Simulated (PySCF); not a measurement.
## A study: O2S, SMILES `O=S=O`

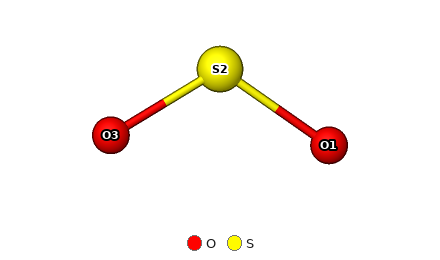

The molecule, with its atoms numbered as below. No frequency check shows the geometry to be a minimum.

Cartesian coordinates (Å):

```
O1       1.2186   -0.3781    0.0000
S2       0.0000    0.3781    0.0000
O3      -1.2186   -0.3781    0.0000
```

Part 1: Bonding charge

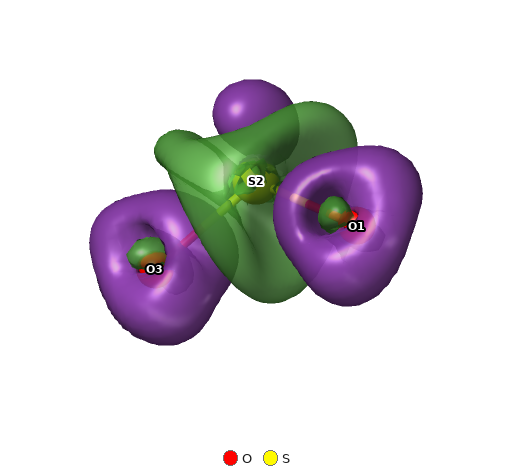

Deformation density (molecule less spherical, spin-averaged free atoms at the same positions), surfaces at ±0.07 e/Å³; purple: gain, green: loss.

Level of theory: B3LYP/6-31+G* (PySCF), at a geometry from GFN2-xTB.

**How much density has each bond gained at its critical point, relative to the free atoms?**

O1–S2 and S2–O3: +0.13 e/Å³ at the bond critical point (bond length 1.43 Å). In all, 0.9 electrons gather in the regions of gain relative to the promolecule. A small or negative value marks a very polar bond, one between electron-rich atoms, whose free-atom densities already overlap strongly, a long bond to a heavier atom, or a closed-shell contact such as a hydrogen bond.

**Where do the Hirshfeld charges lie?**

The highest Hirshfeld charge is on S2 (+0.50 e), the lowest on O1 and O3 (−0.25 e).

```tsv
atom	charge (e)
O1	−0.25
S2	+0.50
O3	−0.25
```

Part 2: Local ionisation energy

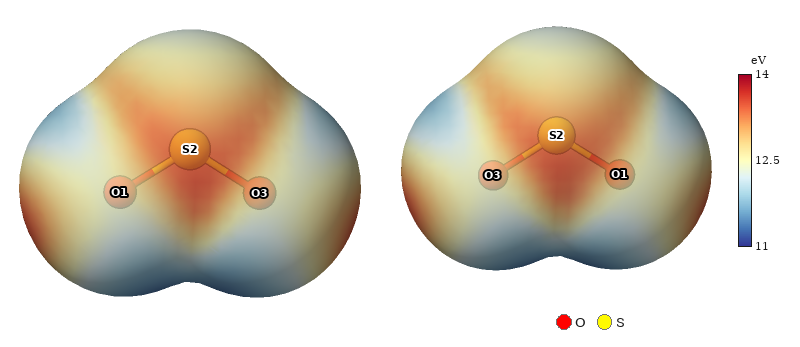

Average local ionisation energy on the surface of electron density 0.001 a.u. (back view left, front view right).

**Where are the most loosely bound electrons on this surface?**

The lowest value is 11.4 eV, 1.9 Å from O3. Further minima include 11.8 eV, 1.8 Å from O3, and at like points elsewhere; 12.3 eV, 2.1 Å from S2. For comparison, the highest occupied orbital lies at −9.4 eV.

**What volume does the surface enclose, and what is the dipole moment?**

About 58 Å³; the dipole moment is 2.0 D.

Part 3: Excited states

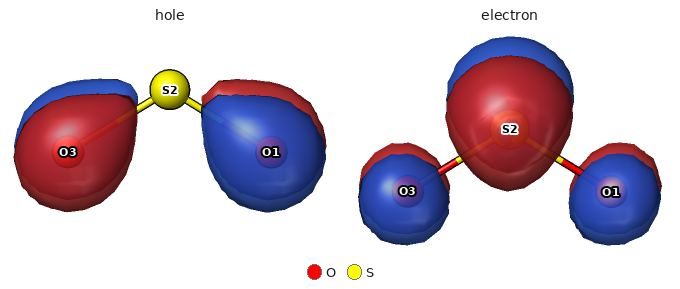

Leading natural transition orbital pair of T₂ (full linear response triplet states); the surfaces enclose about 70 % of each orbital's density.

PySCF calculation, B3LYP/def2-TZVP, gas phase; geometry: GFN2-xTB. Without diffuse functions Rydberg states are missing, so the states' numbers hold for this basis only.

**Where does the state lie, and where do hole and electron sit?**

3.66 eV (338 nm), spin-forbidden from the singlet ground state; the leading pair carries 99 %; hole on O1 and O3 (42 % each) and S2 (16 %), electron on S2 (53 %) and O1 and O3 (24 % each); their centroids lie 0.4 Å apart. The HOMO–LUMO gap is 5.70 eV.

Part 4: The π system

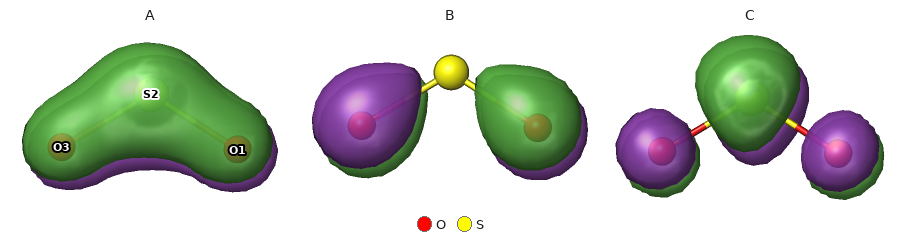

Natural orbitals of the π active space, CASSCF(4,3), singlet state, in order of falling occupation.

Level of theory: def2-TZVP basis (PySCF), at a geometry from GFN2-xTB.

**What are the natural occupation numbers?**

A 1.99, B 1.94, C 0.07.

**How multiconfigurational is the state?**

The leading determinant weighs 0.96; the effective number of unpaired electrons, Σ n²(2−n)², is 0.04; the most occupied of the weakly occupied orbitals holds 0.07 e, as in an ordinary closed-shell π system. The active space lowers the energy by 0.82 eV against Hartree–Fock.

**Where does the lowest triplet lie relative to the singlet, at this geometry and within this active space?**

5.27 eV above it by strongly contracted NEVPT2 (+3.83 eV by CASSCF); a small basis tends to put such gaps a few tenths of an eV too high. This is a vertical energy for π states alone; a state that uses lone pairs or σ orbitals may lie lower.

The PySCF runs shown took 1.4 s, 46 s and 5.4 s on 1 thread of AMD EPYC 9R45 96-Core Processor (Zen 5), on a shared host.
